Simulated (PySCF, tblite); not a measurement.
# C3H6NSi radical: geometry, infrared bands and EPR parameters

What infrared bands and EPR parameters should C3H6NSi radical (`[CH]1C=NC[SiH2]1`) show?

Programs: tblite 0.8.0 and PySCF 2.14.0, with density-fitted response routines of our own. Each step states its level of theory. These are calculated values for one molecule in the gas phase, unless marked as measured. Atoms count from 0, in the outputs and in this text.

### 1 The molecule as given

11 atoms, charge 0, multiplicity 2; geometry from: force field or distance geometry start.

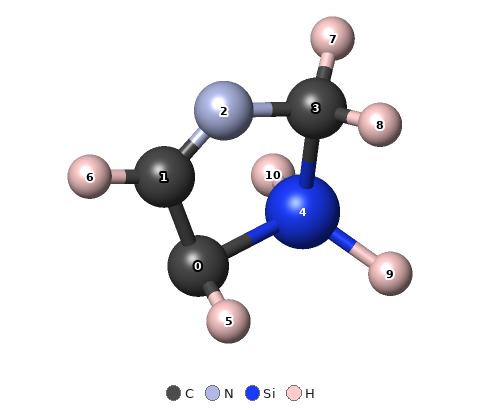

As it starts; carbon dark grey, nitrogen light blue, silicon blue, hydrogen pink, atoms numbered; sticks join atoms by distance.

### 2 Relaxing the molecule with GFN2-xTB

What the job is given:

```
{"job": {"kind": "relax", "xc": "GFN2-xTB", "basis": "xTB"}, "charge": 0, "multiplicity": 2}
C     -0.122600    -1.428200     0.270900
C     -1.310400    -0.731000    -0.332100
N     -1.187400     0.466200    -0.456500
C     -0.098100     1.224700    -0.123600
Si     1.192800    -0.137700     0.006900
H     -0.283300    -1.546300     1.363200
H     -2.207400    -1.321900    -0.612900
H      0.206800     1.940300    -0.922600
H     -0.149600     1.785600     0.852100
H      2.041500     0.066300     1.172500
H      1.923100    -0.315300    -1.243900
```

Launch:

```sh
> OMP_NUM_THREADS=1 python probes_run.py task.json out
```

The driver reads the jobs from task.json and runs them one after another.

Output:

```text
step      E/eV     max force
  0    -380.59931    5.034
  1    -380.97731    3.151
  2    -381.13087    1.061
  3    -381.21515    1.139
  4    -381.34299    1.707
  5    -381.42513    1.116
  6    -381.49326    0.754
  7    -381.56886    1.194
  8    -381.67351    1.904
  9    -381.77563    1.845
 10    -381.85376    1.002
 11    -381.89294    0.877
 12    -381.91729    0.857
 13    -381.94353    0.451
 14    -381.96760    0.262
 15    -381.98165    0.301
 16    -381.99237    0.272
 17    -382.00293    0.295
 18    -382.01556    0.283
 19    -382.02541    0.243
 20    -382.03171    0.196
 21    -382.03602    0.181
 22    -382.03974    0.154
 23    -382.04351    0.138
 24    -382.04714    0.146
 25    -382.05041    0.142
 26    -382.05369    0.200
 27    -382.05749    0.221
 28    -382.06179    0.191
 29    -382.06570    0.209
 30    -382.06819    0.147
 31    -382.06963    0.101
 32    -382.07082    0.105
 33    -382.07200    0.101
 34    -382.07304    0.093
 35    -382.07394    0.069
 36    -382.07480    0.071
 37    -382.07564    0.080
 38    -382.07640    0.067
 39    -382.07698    0.055
 40    -382.07745    0.063
 41    -382.07794    0.065
 42    -382.07842    0.068
 43    -382.07877    0.055
 44    -382.07900    0.046
 45    -382.07917    0.039
 46    -382.07933    0.031
 47    -382.07947    0.038
 48    -382.07958    0.031
 49    -382.07965    0.025
 50    -382.07971    0.026
 51    -382.07978    0.021
 52    -382.07985    0.021
 53    -382.07993    0.022
 54    -382.07999    0.020
 55    -382.08004    0.014
 56    -382.08007    0.008
```

It took 0.24 s on 1 thread of Arm Neoverse V1, shared host.

The steps of the relaxation: (not every step is listed)

| step | energy from step 0 (eV) | largest force (eV/Å) |
| --- | --- | --- |
| 0 | 0.0000 | 5.0336 |
| 1 | -0.3780 | 3.1506 |
| 2 | -0.5316 | 1.0611 |
| 3 | -0.6158 | 1.1392 |
| 4 | -0.7437 | 1.7068 |
| 5 | -0.8258 | 1.1165 |
| 6 | -0.8940 | 0.7542 |
| 7 | -0.9695 | 1.1937 |
| 8 | -1.0742 | 1.9045 |
| 12 | -1.3180 | 0.8573 |
| 16 | -1.3931 | 0.2715 |
| 20 | -1.4324 | 0.1965 |
| 24 | -1.4478 | 0.1462 |
| 28 | -1.4625 | 0.1909 |
| 32 | -1.4715 | 0.1051 |
| 36 | -1.4755 | 0.0705 |
| 40 | -1.4781 | 0.0629 |
| 44 | -1.4797 | 0.0463 |
| 48 | -1.4803 | 0.0306 |
| 51 | -1.4805 | 0.0207 |
| 52 | -1.4805 | 0.0212 |
| 53 | -1.4806 | 0.0220 |
| 54 | -1.4807 | 0.0200 |
| 55 | -1.4807 | 0.0140 |
| 56 | -1.4808 | 0.0079 |

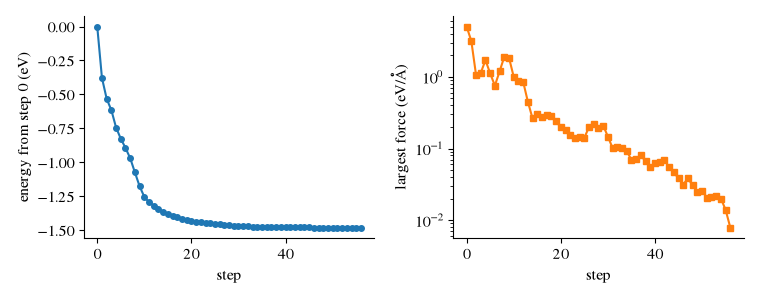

Energy and force, step by step.

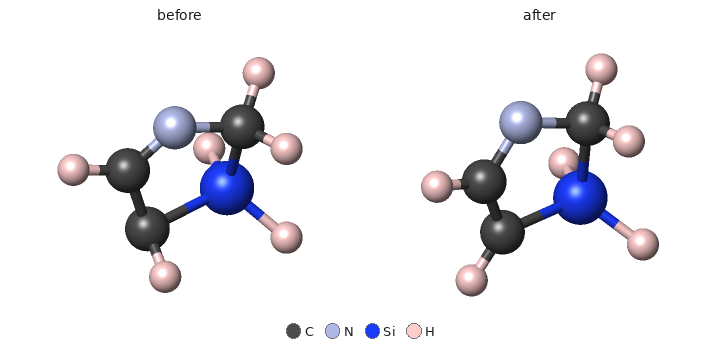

Before and after, at one scale.

Close pairs (by a distance rule), those that changed most:

| bond | before (Å) | after (Å) | change (Å) |
| --- | --- | --- | --- |
| C0–C1 | 1.504 | 1.391 | -0.113 |
| C1–N2 | 1.210 | 1.305 | +0.095 |
| C3–Si4 | 1.881 | 1.950 | +0.069 |
| N2–C3 | 1.368 | 1.412 | +0.044 |
| C0–H5 | 1.110 | 1.076 | -0.034 |
| C3–H8 | 1.127 | 1.094 | -0.032 |
| C1–H6 | 1.110 | 1.083 | -0.027 |
| C3–H7 | 1.115 | 1.090 | -0.025 |

The next job starts from the end point, and lists it.

### 3 Harmonic vibrations with GFN2-xTB

What the job is given:

```
{"job": {"kind": "ir", "xc": "GFN2-xTB", "basis": "xTB"}, "charge": 0, "multiplicity": 2}
C     -0.184071    -1.265399     0.387379
C     -1.330352    -0.638942    -0.090617
N     -1.265105     0.565564    -0.588898
C     -0.068369     1.252624    -0.289627
Si     1.254642    -0.114910     0.138562
H     -0.215490    -2.270930     0.770354
H     -2.286582    -1.143165    -0.153984
H      0.162821     1.952024    -1.092697
H     -0.212111     1.836798     0.624652
H      2.069048     0.182031     1.317971
H      2.080994    -0.353025    -1.049059
```

Output:

```text
mode    cm-1     km/mol
  1     171.9      0.92
  2     390.1      1.06
  3     430.7     31.11
  4     467.9      5.29
  5     499.6     84.97
  6     570.5     57.76
  7     615.0     17.81
  8     642.1     28.75
  9     721.3     24.86
 10     764.7     47.60
 11     784.9    184.16
 12     836.2     24.13
 13     896.2      6.75
 14    1020.7     82.34
 15    1068.8     42.88
 16    1082.3      6.46
 17    1167.6     21.37
 18    1248.0      8.62
 19    1326.5     64.59
 20    1416.2     21.35
 21    1456.5     29.80
 22    2225.1    348.06
 23    2255.7    262.15
 24    2903.5     26.72
 25    2987.0     35.67
 26    3044.1     44.27
 27    3104.2     29.46
```

Run time: 0.22 s. Hardware: 1 thread of Arm Neoverse V1, shared host.

Which atoms move in the most intense modes:

| cm⁻¹ | km/mol | atoms |
| --- | --- | --- |
| 500 | 85.0 | H9 33 %, Si4 22 %, H10 21 % |
| 570 | 57.8 | H10 34 %, H9 26 %, Si4 19 % |
| 765 | 47.6 | H9 15 %, C3 13 %, H7 13 %, C0 12 % |
| 785 | 184.2 | H10 36 %, H9 34 %, Si4 10 % |
| 1021 | 82.3 | C3 37 %, N2 20 %, H7 11 %, H5 10 % |
| 1326 | 64.6 | C1 38 %, C0 35 %, H6 14 % |
| 2225 | 348.1 | H10 92 % |
| 2256 | 262.1 | H9 92 % |

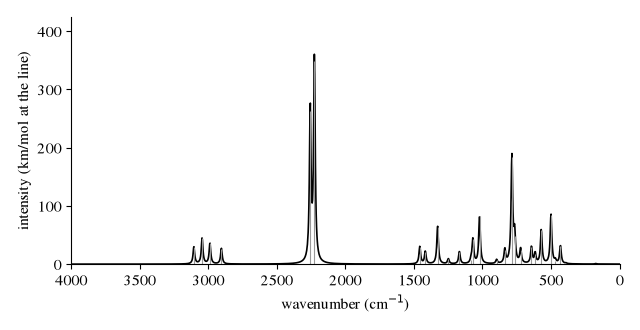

The infrared spectrum from these modes, unscaled. Lines are broadened to a width of 14 cm⁻¹ (Lorentzian).

### 4 g tensor and hyperfine couplings: B3LYP/pcH-1

Settings changed since step 3:

```diff
@@ -1,2 +1,2 @@
-{"job": {"kind": "ir", "xc": "GFN2-xTB", "basis": "xTB"}, "charge": 0, "multiplicity": 2}
+{"job": {"kind": "epr", "basis": "pcH-1"}, "charge": 0, "multiplicity": 2}
 C     -0.184071    -1.265399     0.387379
```

Level: UKS B3LYP, pcH-1 on C H N Si, non-relativistic, mean-field spin-orbit, GIAO.

Output:

```text
UKS, coarse grid
  cycle   1  E = -462.08924412  |g| = 2.71e-01
  cycle   2  E = -462.06371763  |g| = 3.52e-01
  cycle   3  E = -462.12486984  |g| = 8.46e-02
  cycle   4  E = -462.12709754  |g| = 5.21e-02
  cycle   5  E = -462.12852017  |g| = 8.75e-03
  cycle   6  E = -462.12861418  |g| = 3.42e-03
  cycle   7  E = -462.12863077  |g| = 2.47e-03
  cycle   8  E = -462.12863570  |g| = 5.95e-04
UKS, final grid
  cycle   1  E = -462.12866475  |g| = 6.67e-04
  cycle   2  E = -462.12866464  |g| = 8.73e-04
  cycle   3  E = -462.12866502  |g| = 1.17e-04
  cycle   4  E = -462.12866503  |g| = 7.88e-05
  cycle   5  E = -462.12866504  |g| = 6.18e-05
  cycle   6  E = -462.12866505  |g| = 9.50e-06
E = -462.12866505 Eh   <S^2> = 0.7749 (exact 0.7500)
g shifts (ppm)      1          2          3
  rmc          -174       -174       -174
  gc             -1         27         25
  oz_so          -6       1336       2920
  total        -181       1189       2771
hyperfine (MHz)  atom isotope    a_iso     a_fc   dipolar eigenvalues
    0   13C      51.77      51.87    -48.43    -47.42     95.86
    1   13C     -41.67     -41.70    -28.80     11.03     17.77
    2   14N      20.87      20.83    -25.50    -25.03     50.54
    3   13C     -18.99     -19.02     -3.25     -0.70      3.95
    4  29Si      12.59      12.60     -7.86      3.03      4.84
    5    1H     -38.87     -38.87    -23.86     -0.79     24.65
    6    1H      15.91      15.90     -5.48     -0.15      5.63
    7    1H       9.05       9.04     -4.38     -1.80      6.18
    8    1H      98.28      98.28     -3.76     -2.62      6.38
    9    1H      12.75      12.75     -2.61     -1.05      3.66
   10    1H      70.35      70.35     -1.96     -1.47      3.43
```

It took 31 s on 1 thread of Arm Neoverse V1, shared host; peak memory 0.68 GiB.

Principal g values 2.00214, 2.00351, 2.00509; g(iso) = 2.00358, against 2.00232 for a free electron.

Hyperfine couplings; where a row names several nuclei, a(iso) is their mean (it holds for fast rotation or exchange) and the dipolar term the largest among them:

| nuclei | isotope | a(iso) (MHz) | a(iso) (G, at g = 2.0023) | largest dipolar term (MHz) |
| --- | --- | --- | --- | --- |
| H7, H8 | 1H | 53.7 | 19.1 | 6.4 |
| C0 | 13C | 51.8 | 18.5 | 95.9 |
| C1 | 13C | -41.7 | -14.9 | -28.8 |
| H9, H10 | 1H | 41.5 | 14.8 | 3.7 |
| H5 | 1H | -38.9 | -13.9 | 24.6 |
| N2 | 14N | 20.9 | 7.4 | 50.5 |
| C3 | 13C | -19.0 | -6.8 | 4.0 |
| H6 | 1H | 15.9 | 5.7 | 5.6 |
| Si4 | 29Si | 12.6 | 4.5 | -7.9 |

Mulliken spin populations:

| atom | value (e) |
| --- | --- |
| C0 | 0.66 |
| C1 | -0.23 |
| N2 | 0.53 |
| C3 | -0.02 |
| Si4 | -0.01 |
| H5 | -0.03 |
| H6 | 0.01 |
| H7 | 0.00 |
| H8 | 0.04 |
| H9 | 0.01 |
| H10 | 0.04 |

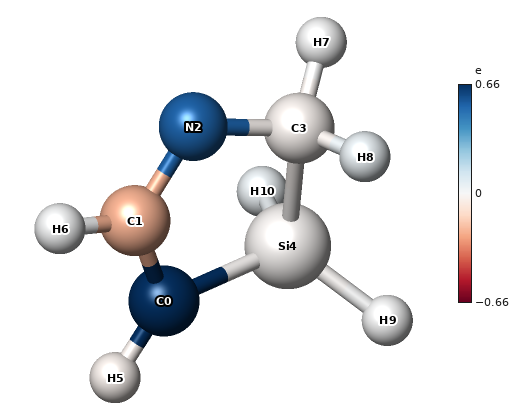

Mulliken spin populations, as colours on the atoms.

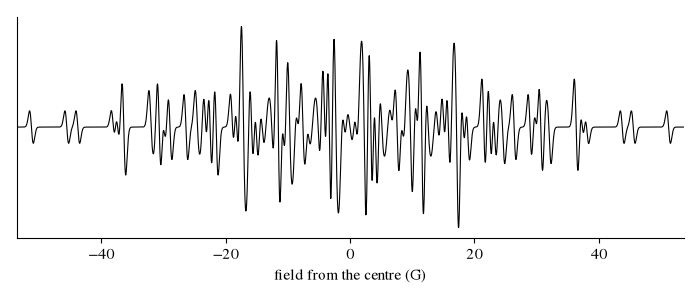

First-order isotropic spectrum (first derivative, main isotopes with spin only, couplings over 0.8 MHz, Gaussian width 0.3 G; couplings of the frozen geometry, rotation of groups not averaged beyond the rows shown).

Orbitals, density, ELF and potential are computed afterwards from the orbital file.

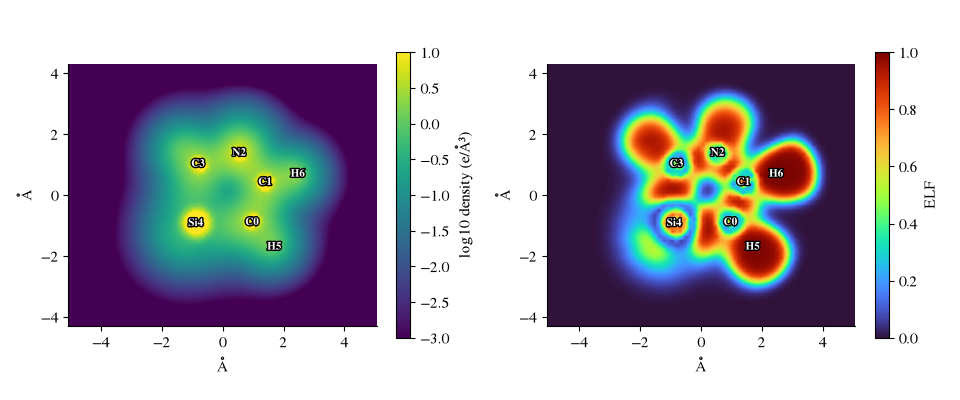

Density (left) and ELF (right) in a plane through or near 7 of the atoms.

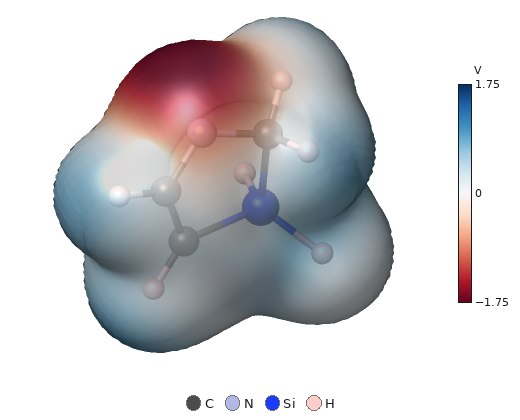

Electrostatic potential on the surface of density 0.002 e/bohr³; red is low, blue high. It runs from -1.75 V near N2 to 1.21 V near Si4.

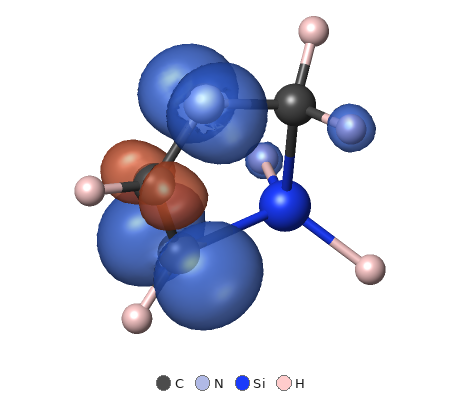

Spin density at ±0.04 e/Å³ (alpha excess blue, beta excess red).

### 5 Outcome

```
                                 quantity                   value
strongest single infrared mode (GFN2-xTB)   2225 cm⁻¹, 348 km/mol
             zero-point energy (GFN2-xTB)           48.7 kcal/mol
                           g(iso) (B3LYP)                 2.00358
                                     ⟨S²⟩      0.775 (exact 0.75)
       largest a(iso) (averaged by class)  1H on H7, H8, 53.7 MHz
    surface potential, least and greatest      -1.75 V and 1.21 V
```

Over 56 steps the energy fell by 1.481 eV; of the close pairs, C0–C1 changed most, 1.504 to 1.391 Å. No mode is imaginary among the 27: a minimum at this level. The strongest single mode, at 2225 cm⁻¹, moves mainly H10. GFN2-xTB is a fitted tight-binding method: band positions and strengths are rough. Its intensities can rank the bands wrongly. The largest spin populations lie on C0 (0.66 e), N2 (0.53 e). The isotropic g lies 1.3 ppt above the free-electron value.
